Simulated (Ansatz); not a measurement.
# A computed series for hypothetical P4_2/mnm MgO: pressure series

Base system: MgO (space group P4_2/mnm, No. 136; a = 5.565 Å, c = 3.292 Å; a hypothetical phase, not in the database extracts checked).

Cell and atoms are relaxed at each pressure.

Computed with PBE/PAW in Ansatz (a quantum-chemistry and plane-wave program), no SOC.

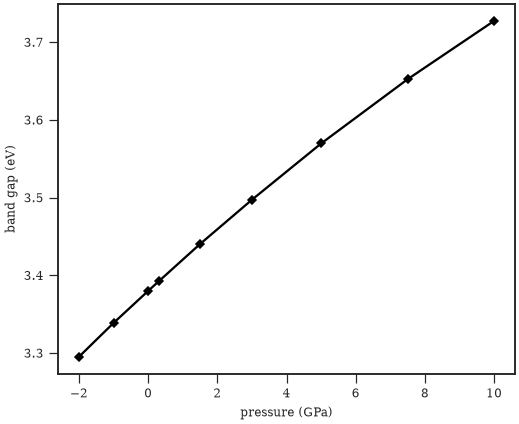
Band gap against pressure

```
pressure (GPa)  band gap
--------------  --------
-2               3.30 eV
-1               3.34 eV
0.3              3.39 eV
1.5              3.44 eV
3                3.50 eV
5                3.57 eV
7.5              3.65 eV
10               3.73 eV
```

Load acts through the strain it causes; cell and atoms are relaxed under it. Whether these cells are dynamically stable was not tested. No other phases were tried under pressure.
